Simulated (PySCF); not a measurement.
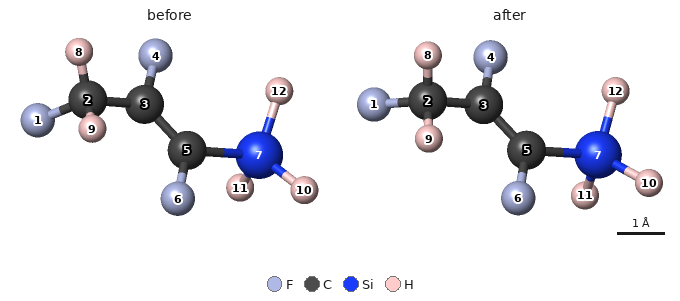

The structure of C₃H₅F₃Si before (left) and after (right) a relaxation, at one scale.

A ball-and-stick model, seen at a tilt.

The start comes from GFN2-xTB. Its atoms were then displaced at random by about 0.01 Å.

Level of theory: PySCF, PBE0-D3(BJ)/def2-SVP geometry optimisation, gas phase. 

Summarise the run.

Answer. Over 15 geometry steps the energy falls by 0.175 eV. F1 moves most after the best rigid fit: 0.35 Å. By element the largest moves are F 0.35 Å, H 0.32 Å, Si 0.05 Å, C 0.04 Å. Among the contacts that change: Si7–H10 1.449 → 1.491 Å, C3–F4 1.370 → 1.335 Å, C5–Si7 1.920 → 1.889 Å, C2–H9 1.070 → 1.100 Å. Among the angles between lasting bonds that change: F4–C3–C5 115.1° → 118.7°, H10–Si7–H11 112.8° → 109.4°, C5–Si7–H11 106.7° → 109.6°.
